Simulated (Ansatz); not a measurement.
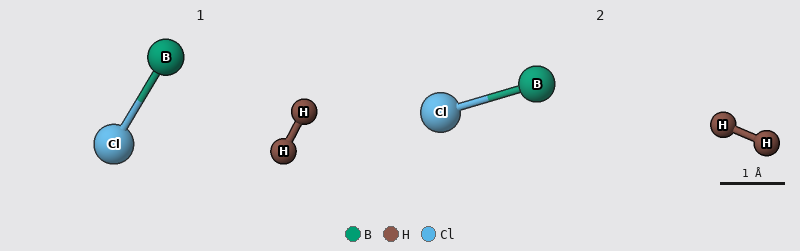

Two geometries of BH2Cl, drawn at one scale. One is the start of a relaxation, the other its converged end. The picture is a ball-and-stick view, seen at a tilt.

Theory: RKS PBE0/def2-SVP (Ansatz 0.2.0). Set-up: no spin polarisation; force threshold 0.03 eV/Å; at most 50 steps.

**Which of the two is the end point?**

Structure 2 is the relaxed one. The run prepares an end point of a later path (reaction) calculation, from a guessed geometry. The atom that moves furthest after the best rigid fit is an H atom (1.39 Å). Largest moves by element: H 1.39 Å, Cl 1.29 Å, B 0.69 Å. Some distances before and after: H–H 0.716 → 0.763 Å, B–Cl 1.732 → 1.718 Å. The energy falls by 4.56 kcal/mol in 28 accepted moves (31 points after the start). Largest force component: 1.4 eV/Å at the start, 0.019 eV/Å at the end. The line search rejected the trial steps at points 8, 19, 30 of the run. The forces were under the threshold at step 6, but the run went on from there.

Limits of the set-up: the start holds two separate molecules, 2.4 Å apart at their closest, whose relative position is a soft coordinate and is computed without a dispersion correction.
